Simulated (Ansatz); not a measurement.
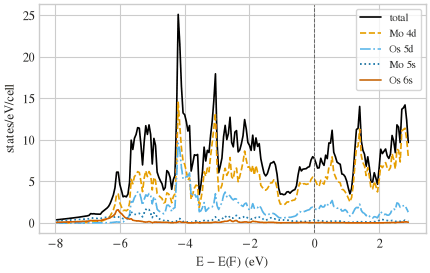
Figure. Total and projected density of states of Mo3Os (A15 (Cr3Si type), Pm-3n), DFT-r²SCAN in the program Ansatz with PAW potentials

Which orbitals carry the states next to the Fermi level?

Within 0.5 eV of the Fermi level: Mo 4d 69 %, Os 5d 24 %. Projections are on Löwdin-orthogonalised atomic valence shells; empty p or d shells of many metals are not among them.

Where is the tallest occupied peak in this window, and what makes it?

Near -4.2 eV, about 25 states/eV per cell; the largest projected share is Mo 4d.

The first step of the workflow began from a Materials Project structure, measured or hypothetical; the Crystallography Open Database files this formula in space group No. 223, but the cells were not matched. Its standing as an ambient phase is unchecked. Symmetry was held in the r²SCAN relaxation; whether a distortion lowers the energy is not shown. No spin polarisation was allowed. Scalar-relativistic: spin–orbit coupling is off unless named, which matters more the heavier the elements.

Potentials: the later of the program's two PAW sets.
